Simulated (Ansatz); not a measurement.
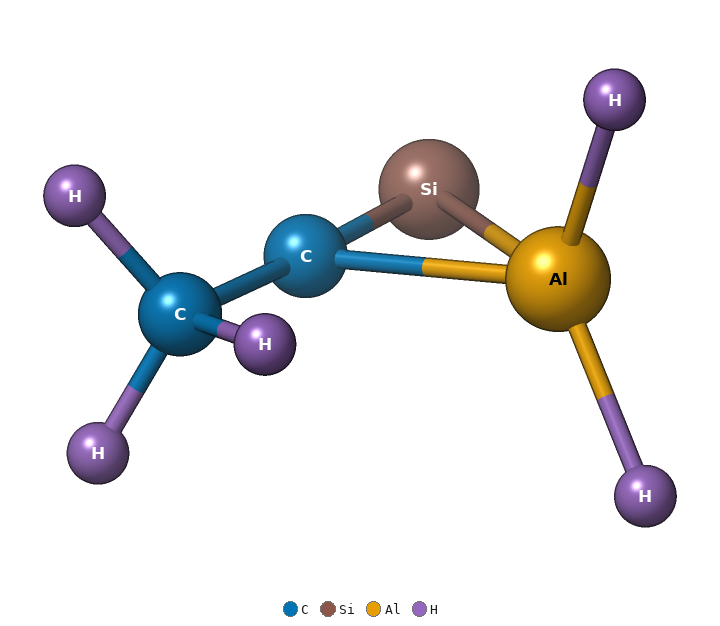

Ball-and-stick drawing of a structure. Every bond is drawn as one stick, whatever its order.

Computed geometry: PBE0-D4/def2-TZVP optimisation. No frequency run is at hand to confirm it as a minimum.

Description:

Formula C2H5AlSi. This geometry has Cs symmetry. Coordination, clear cases only: 1 C tetrahedral; 1 C T-shaped.

More results for the same structure follow; atom numbers are the same in all pictures, views and colours differ.

## Dipole moment

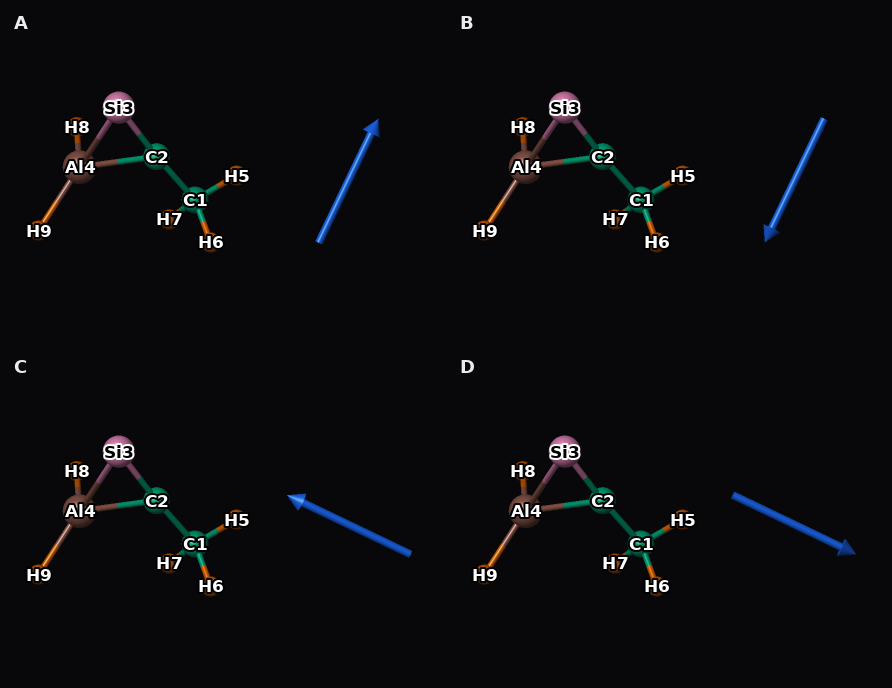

The same molecule four times, each with an arrow. No frequency run is at hand to confirm it as a minimum. Method: RKS PBE0-D4/def2-TZVP (Ansatz 0.2.0).

Question: Which arrow points along the dipole moment, from the negative to the positive end?

Answer: D. The dipole moment is 1.46 D; it points from the side of H8, H9 to the side of H5, H6 (the outermost atoms at the two ends).

## Electronic properties

No frequency run is at hand to confirm it as a minimum. Level of theory: RKS PBE-D4/def2-TZVPP (Ansatz 0.2.0).

Question: What is the dispersion correction?

Answer: −21.2 kJ/mol.

## Charges

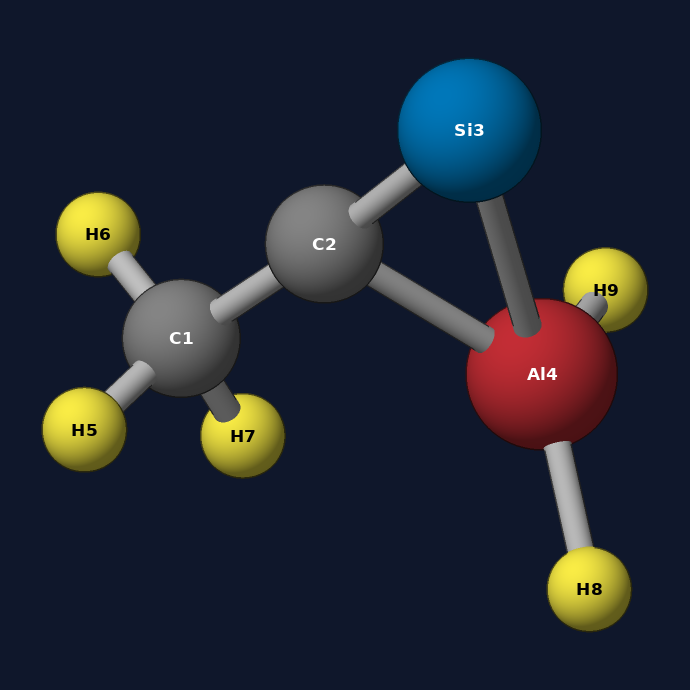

The questions are on Mulliken charges. No frequency run is at hand to confirm it as a minimum. Properties computed with RKS PBE0-D4/def2-TZVP (Ansatz 0.2.0).

Question: Which atom carries the highest charge (most positive or least negative)?

Answer: Al4 (0.31 e).

Question: And the lowest?

Answer: C1 (−0.32 e).

Give the Mulliken charges atom by atom.

```tsv
atom	value (e)
C1	−0.32
C2	−0.24
Si3	0.00
Al4	0.31
H5	0.16
H6	0.16
H7	0.14
H8	−0.11
H9	−0.11
```

Mulliken values depend strongly on the basis set and can even reverse the polarity of a bond.
